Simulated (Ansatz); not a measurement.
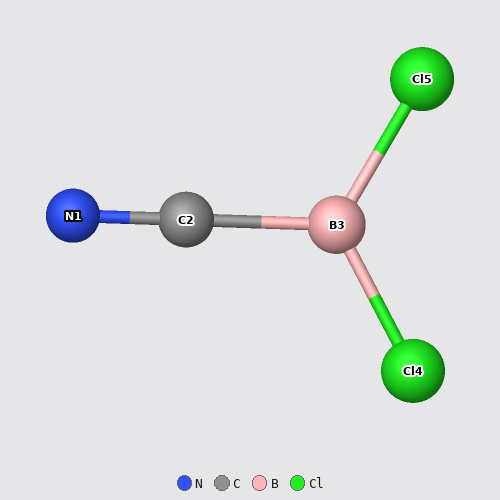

The system is CBCl2N, SMILES N#CB(Cl)Cl; the picture shows the grid point nearest to the relaxed geometry. Two internal coordinates are moved rigidly from the geometry relaxed at PBE0-D4/def2-TZVP, all others fixed. First axis: bond B3–Cl4. Second axis: angle Cl5–B3–C2. Grid: 5 × 5 points. Points are written as (first, second). Energies are in kJ/mol, from the lowest grid point. These are results of Ansatz 0.2.0, RKS PBE-D4/def2-TZVPP, not measurements.

Its coordinates:

```yaml
atoms:
  - { symbol: N, position_ang: [1.4245, -1.0246, 1.2990] }
  - { symbol: C, position_ang: [0.6751, -0.4896, 0.6075] }
  - { symbol: B, position_ang: [-0.3202, 0.2210, -0.3132] }
  - { symbol: Cl, position_ang: [-1.6338, -0.6277, -0.8933] }
  - { symbol: Cl, position_ang: [-0.0487, 1.8774, -0.7205] }
```

Range: bond B3–Cl4 from 1.520 to 2.418 Å; angle Cl5–B3–C2 from 95 to 143°.

### Predict the map.

The lowest grid point is at (1.668 Å, 119°). The bottom of the well lies between grid points, at about (1.742 Å, 119°), about 6.9 kJ/mol lower on the interpolated surface. No other kind of well shows on this grid. The highest grid point, (2.418 Å, 95°), lies 284 kJ/mol above the lowest. Round the minimum the two coordinates are weakly coupled (coupling −0.14 in units of the two stiffnesses).

```csv
"angle Cl5–B3–C2 ↓, bond B3–Cl4 →",1.520,1.668,1.885,2.138,2.418
143,192,91,71,122,202
131,106,22,22,92,186
119,75,0,12,92,193
107,84,15,34,118,223
95,135,69,91,178,284
```

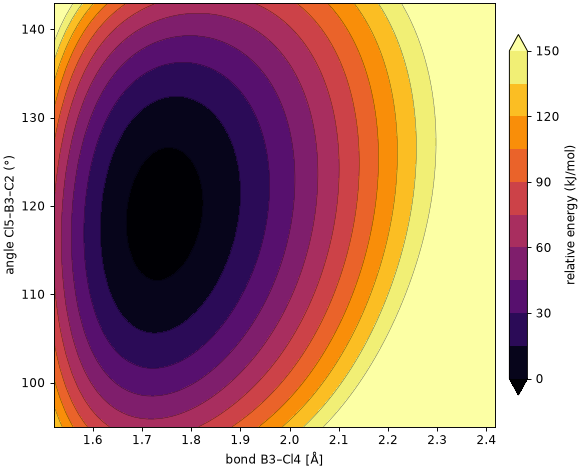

Drawn: filled contours, one colour for all values above the top of the scale. Between grid points the surface is interpolated.
